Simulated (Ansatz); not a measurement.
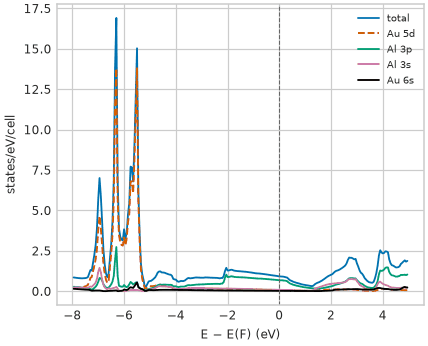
Fig. 1. Total and projected density of states of Al2Au (fluorite or antifluorite type, Fm-3m), PBEsol in the plane-wave PAW code Ansatz

Question: Which orbitals carry the states next to the Fermi level?

Answer: Within 0.5 eV of the Fermi level: Al 3p 73 %, Al 3s 9 %, Au 5d 6 %, outside the projected shells 10 %. Projections are on Löwdin-orthogonalised atomic valence shells; empty p or d shells of many metals are not among them.

Question: Where is the tallest occupied peak in this window, and what makes it?

Answer: Near -6.3 eV, about 17 states/eV per cell; the largest projected share is Au 5d.

The PBEsol relaxation kept the symmetry of its start; of distortions, only those at the zone centre were tested. Scalar-relativistic: spin–orbit coupling is off unless named, which matters more the heavier the elements.

Potentials: the later of the program's two PAW sets.
